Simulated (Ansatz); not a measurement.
# H4NOPSi: atomisation energy, by script

Aim: an atomisation energy, for H4NOPSi, run from a script.

Computed with Ansatz 0.2.0, driven from Python. Level of theory: B3LYP/def2-SVP.

### 1 Starting point

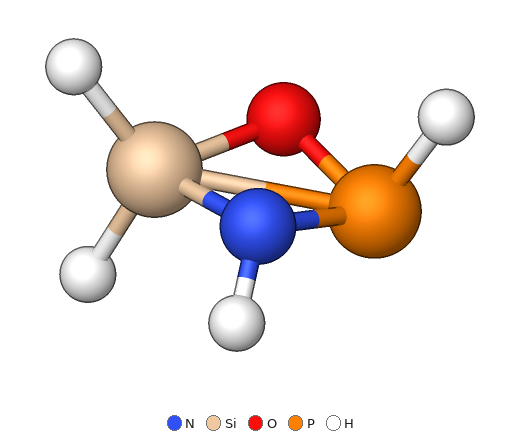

The starting structure, viewed from a chosen angle; nitrogen blue, silicon light orange, oxygen red, phosphorus orange, hydrogen white.

The script holds or builds the structure itself.

### 2 Script

tae.py

```python
# -*- coding: utf-8 -*-
from collections import Counter

import ansatz as az
from ase import Atoms

BASIS = "def2-SVP"
FUNCTIONAL = "b3lyp"


def energy(molecule, charge=0, unpaired=0):
    calc = (
        molecule.calculation()
        .basis(gaussian=BASIS)
        .functional(FUNCTIONAL)
    )
    if charge:
        calc = calc.charge(charge)
    if unpaired:
        calc = calc.spin("collinear", total=unpaired)
    report = calc.run(threads=1).report
    if report["published_state_doubts"]:
        print("  doubts:", report["published_state_doubts"])
    return report["free_energy_ev"]


def main():
    atoms = Atoms(["N", "Si", "O", "P", "H", "H", "H", "H"], positions=[
        (-0.8409, 0.1666, -0.3484),
        (0.6102, 0.6937, 0.2336),
        (0.8045, -0.8963, 0.5989),
        (-0.2828, -1.4018, -0.3732),
        (-0.982, 0.5465, -1.3291),
        (0.4675, 1.5869, 1.418),
        (1.5015, 1.1679, -0.8738),
        (-1.1859, -1.9205, 0.6183),
    ])
    h4nopsi = az.Crystal.molecule_from_ase(atoms)

    unpaired = {"N": 3, "Si": 2, "O": 2, "P": 3, "H": 1}
    counts = Counter(site.symbol for site in h4nopsi.cartesian_sites)
    atom_energy = {s: energy(az.Crystal.molecule().atom(s, (0, 0, 0)), 0, unpaired[s]) for s in counts}
    whole = energy(h4nopsi, 0, 0)
    for s, e in atom_energy.items():
        print(f"{s:2s} x{counts[s]}  {e:14.5f} eV")
    print(f"H4NOPSi: {whole:.5f} eV")
    split = sum(counts[s] * e for s, e in atom_energy.items()) - whole
    print(f"atomisation energy (no zero-point term): {96.485332 * split:.1f} kJ/mol, {split / sum(counts.values()):.3f} eV an atom")


if __name__ == "__main__":
    main()
```

### 3 The calls as engine input

The engine receives this input (first run):

```yaml
crystal:
  periodic: [false, false, false]
  atoms:
    - { symbol: "N", position_ang: [0.0, 0.0, 0.0] }
basis:
  gaussian:
    orbitals: def2-SVP
hamiltonian:
  xc: b3lyp
magnetization:
  spin_polarized: true
  initial_magnetization: 3.0
```

### 4 The run

The run is started by

```console
> python tae.py
```

Output:

```text
N  x1     -1484.04864 eV
Si x1     -7872.08217 eV
O  x1     -2040.87461 eV
P  x1     -9283.59914 eV
H  x4       -13.63995 eV
H4NOPSi: -20761.02272 eV
atomisation energy (no zero-point term): 2495.0 kJ/mol, 3.232 eV an atom
```

It took 3.1 s on 1 thread of Arm Neoverse V2, shared host; peak memory 0.23 GiB.

### 5 Inputs of later runs

The engine's inputs for some of the other runs:

Run 2, against run 1:

```diff
@@ -4 +4 @@
-    - { symbol: "N", position_ang: [0.0, 0.0, 0.0] }
+    - { symbol: Si, position_ang: [0.0, 0.0, 0.0] }
@@ -12 +12 @@
-  initial_magnetization: 3.0
+  initial_magnetization: 2.0
```

Run 3, against run 1:

```diff
@@ -4 +4 @@
-    - { symbol: "N", position_ang: [0.0, 0.0, 0.0] }
+    - { symbol: O, position_ang: [0.0, 0.0, 0.0] }
@@ -12 +12 @@
-  initial_magnetization: 3.0
+  initial_magnetization: 2.0
```

Run 5, against run 1:

```diff
@@ -4 +4 @@
-    - { symbol: "N", position_ang: [0.0, 0.0, 0.0] }
+    - { symbol: H, position_ang: [0.0, 0.0, 0.0] }
@@ -12 +12 @@
-  initial_magnetization: 3.0
+  initial_magnetization: 1.0
```

### 6 What each run gave

From the records of these 6 runs:

```
run   system  unpaired or total moment  energy (eV)  <S²>  SCF cycles  CPU time (s)
  1        N                         3   -1484.0486  3.75          11           0.1
  2       Si                         2   -7872.0822  2.00          25          0.28
  3        O                         2   -2040.8746  2.00          11           0.1
  4        P                         3   -9283.5991  3.75          10          0.15
  5        H                         1     -13.6399  0.75           6          0.04
  6  H4NOPSi                   not set  -20761.0227  0.00          16             2
```

Totals carry meaning only in balanced differences at one level of theory.

### 7 What came out

| quantity | value |
| --- | --- |
| atomisation energy, no zero point | 2495.0 kJ/mol |
| runs compared | 6 |

**Reading.** Zero-point motion and spin-orbit terms of the atoms are left out, and both would lower it. 2495.0 kJ/mol from the electronic energies, without the zero-point term. Total energies depend on the basis set; only differences at equal settings carry meaning. The geometry is a force-field or estimated start, not a minimum of this method, and the basis set is short of its limit. All parts are taken at fixed geometry, without zero-point energy. b3lyp holds the VWN-RPA fit, as in Gaussian; the form of ORCA and Turbomole is b3lyp5.
